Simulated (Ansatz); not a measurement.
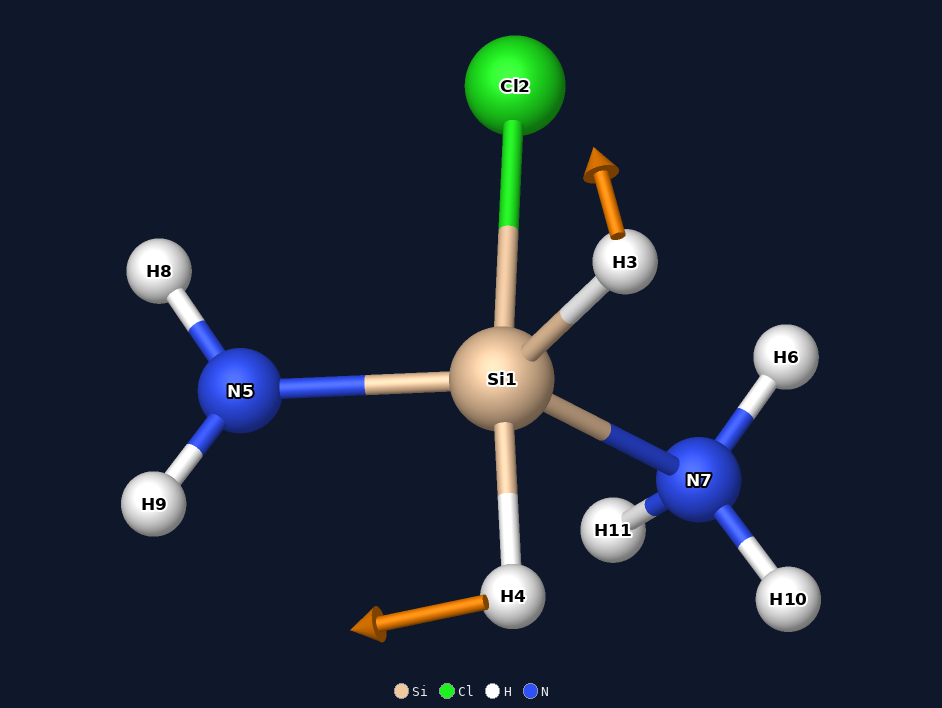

The arrows show one normal mode. Harmonic vibrations computed with RKS PBE0-D4/def2-TZVP (Ansatz 0.2.0) at a stationary point of the same level.

**What kind of motion is it?**

Mostly angle bending.

**Estimate its harmonic wavenumber.**

1101 cm⁻¹; it is mode 16 of 27 counted from the lowest.
